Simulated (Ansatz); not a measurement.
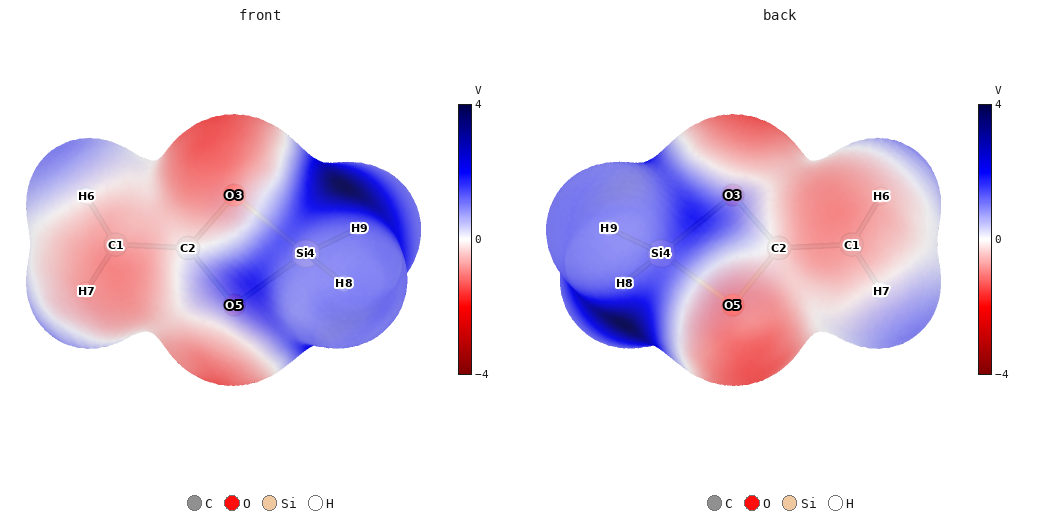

*C2H4O2Si. The electrostatic potential painted on the density surface at 0.004 e/bohr³, seen from the front and from behind; red is negative and blue positive.*

All numbers below come from RKS PBE-D4/def2-SVP (Ansatz 0.2.0).

```yaml
atoms:
  - { symbol: C, position_ang: [0.5348, 1.3784, -1.1461] }
  - { symbol: C, position_ang: [0.1592, 0.3879, -0.3269] }
  - { symbol: O, position_ang: [-0.5910, 0.4908, 0.8440] }
  - { symbol: Si, position_ang: [-0.4496, -1.2160, 0.9994] }
  - { symbol: O, position_ang: [0.4321, -0.9733, -0.4569] }
  - { symbol: H, position_ang: [0.2450, 2.4103, -0.9160] }
  - { symbol: H, position_ang: [1.1280, 1.1471, -2.0385] }
  - { symbol: H, position_ang: [-1.7274, -1.9817, 0.8563] }
  - { symbol: H, position_ang: [0.3573, -1.6899, 2.1673] }
```

Describe the electrostatic potential map.

The most negative region (about −1.3 V, or −30 kcal/mol for a unit charge) lies over O3 and O5, the most positive (about +3.9 V, or +90 kcal/mol for a unit charge) over Si4.
